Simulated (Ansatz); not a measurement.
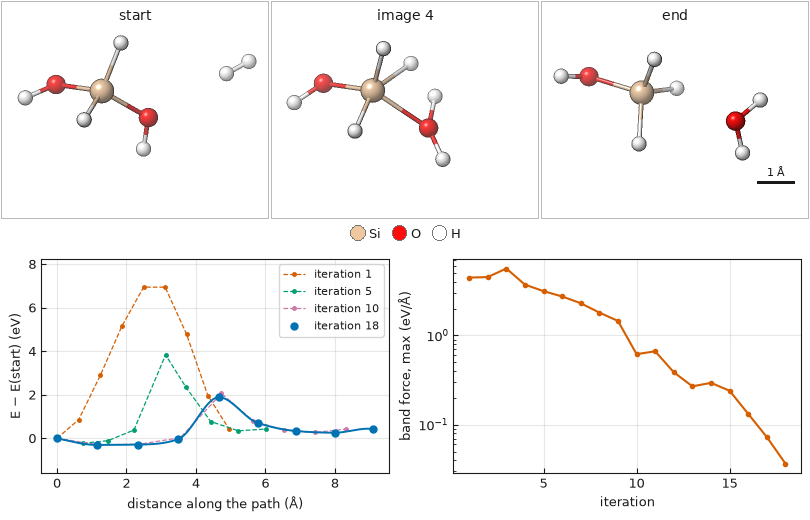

NEB run on SiH₆O₂, made up of SiH$_{4}$O$_{2}$ and H₂. Images are numbered from 0 (start) to 8 (end). The plot follows the band through its iterations. The picture is a ball-and-stick view, seen at a tilt.

Level of theory: RKS CAM-B3LYP-D4/6-31G (Ansatz). Run with 7 movable images; climbing image.

**Judge this run.**

The run is converged, with reservations. The band converged in 18 iterations. The largest component of the band force went from 4.4 to 0.037 eV/Å. The climbing image converged on the top of the path. Its curvatures weren't checked. The largest force component is 2.21 eV/Å at the start and 1.64 eV/Å at the end; an end with forces this large is no minimum, and the barrier measured from it can be far off. The first iteration put the highest image at 6.94 eV. Relative to the start the highest point is image 4 at +1.89 eV and the end lies at +0.43 eV, but the profile dips to +0.26 eV at image 7 on the way, so an end point isn't at the bottom of its valley along this path.

Limits of the set-up: the start holds two separate molecules, 2.6 Å apart at their closest, whose relative position is a soft coordinate; the basis has no polarisation functions, which atoms past neon need.

The run took about 4 core-minutes on a shared host.
